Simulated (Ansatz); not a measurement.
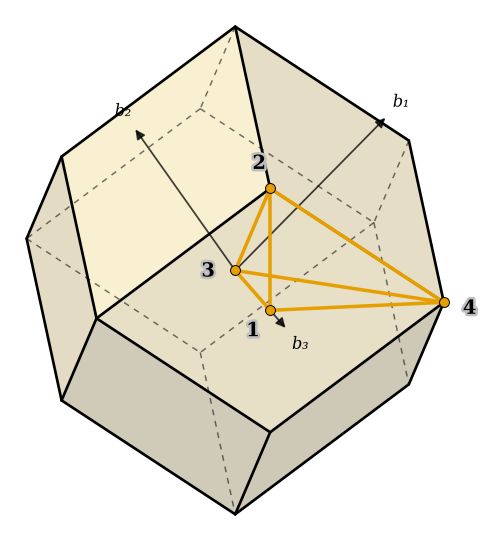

Crystal: Si4C, the input geometry of an electronic-structure calculation (not necessarily at equilibrium); the starting structure was generated, so it need not be a known form of this composition. The first Brillouin zone of a body-centred cubic lattice (cI; extended symbol cI1) is drawn with its special points numbered. All values are computed from the atomic coordinates in the standard setting (tolerance 0.002 Å).

a = 5.156 Å, b = 5.156 Å, c = 5.156 Å, α = 90.00°, β = 90.00°, γ = 90.00°.

Labels and path follow the convention of Hinuma et al. (2017), as computed by seekpath; the arrows show the directions of the reciprocal primitive vectors b₁, b₂, b₃, in which coordinates are given.

Which special point is each number?

```json
{"no.": "1", "label": "N", "coordinates": "(0, 0, 1/2)"}
{"no.": "2", "label": "P", "coordinates": "(1/4, 1/4, 1/4)"}
{"no.": "3", "label": "Γ", "coordinates": "(0, 0, 0)"}
{"no.": "4", "label": "H", "coordinates": "(1/2, −1/2, 1/2)"}
```
